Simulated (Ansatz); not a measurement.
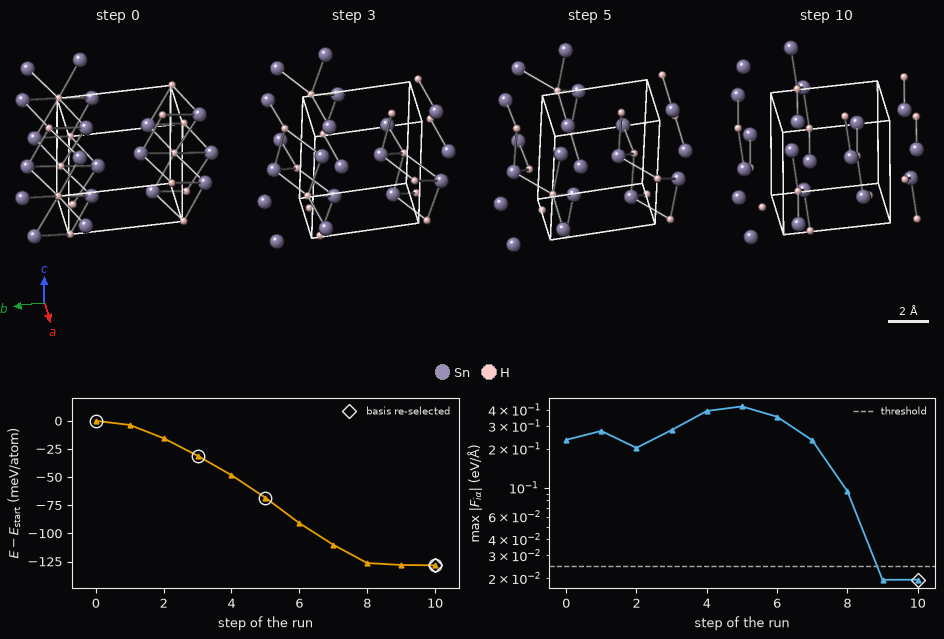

Frames of a relaxation of solid Sn2H (a generated structure, set up in P1) (coarse preliminary run), marked on the history of the run. The picture is a ball-and-stick view of the cell of the calculation, seen from a free direction.

Level of theory: DFT PBE, scalar-relativistic, plane waves, PAW (Ansatz 0.2.0). (plane-wave cutoff 420 eV; k-point mesh 6 × 4 × 4; occupations gaussian; smearing width 0.2 eV; no spin polarisation; cell and atoms relaxed; force threshold 0.025 eV/Å; at most 60 steps)

Describe the path.

Answer. After 9 accepted moves (10 points after the start) the energy has fallen by 128 meV per atom. Largest force component: 0.23 eV/Å at the start, 0.019 eV/Å at the end. The pressure goes from −0.23 to −0.02 GPa. At 1 point the geometry stayed and the basis and grid were re-selected for the new cell (energy shift of 0.3 meV per atom at most each time). The largest moves relative to the cell, 1.29 Å, are those of H atoms. Largest moves by element: H 1.29 Å, Sn 0.35 Å. Cell: a 3.403 → 3.511 Å (+3.2 %), b 5.791 → 5.455 Å (−5.8 %), c 6.050 → 6.320 Å (+4.5 %), α 91.1° → 90.2°, β 89.3° → 89.6°, γ 90.3° → 90.0°. Volume +1.5 %. Among the contacts that change: H–Sn 2.503 → 3.484 Å, H–Sn 2.509 → 3.461 Å, H–Sn 2.573 → 3.499 Å, H–Sn 2.594 → 3.487 Å. The space group stays P1 (No. 1). Cost: 4.1 min on 1 thread of Arm Neoverse V1 (shared host), peak memory 0.44 GiB. From step 0 to 3: an H atom moves most (0.42 Å), volume −0.6 %, energy −31.0 meV per atom. From step 3 to 5: an H atom moves most (0.37 Å), volume +1.8 %, energy −37.3 meV per atom. From step 5 to 10: an H atom moves most (0.61 Å), volume +0.3 %, energy −60.1 meV per atom.

| step | E − E(0), meV/atom | largest force component, eV/Å | pressure, GPa | volume, Å³/atom | note |
| --- | --- | --- | --- | --- | --- |
| 0 | 0.00 | 0.2349 | -0.23 | 19.866 |  |
| 1 | -3.61 | 0.2755 | -0.07 | 20.061 |  |
| 2 | -15.42 | 0.2038 | 1.28 | 19.394 |  |
| 3 | -31.00 | 0.2797 | 0.73 | 19.749 |  |
| 4 | -48.25 | 0.3928 | 0.79 | 19.831 |  |
| 5 | -68.29 | 0.4262 | 0.36 | 20.104 |  |
| 6 | -90.86 | 0.3547 | -0.58 | 20.513 |  |
| 7 | -110.09 | 0.2333 | -0.60 | 20.477 |  |
| 8 | -126.35 | 0.0943 | -0.06 | 20.205 |  |
| 9 | -128.07 | 0.0195 | -0.03 | 20.172 |  |
| 10 | -128.42 | 0.0195 | -0.02 | 20.172 | same geometry, new basis |
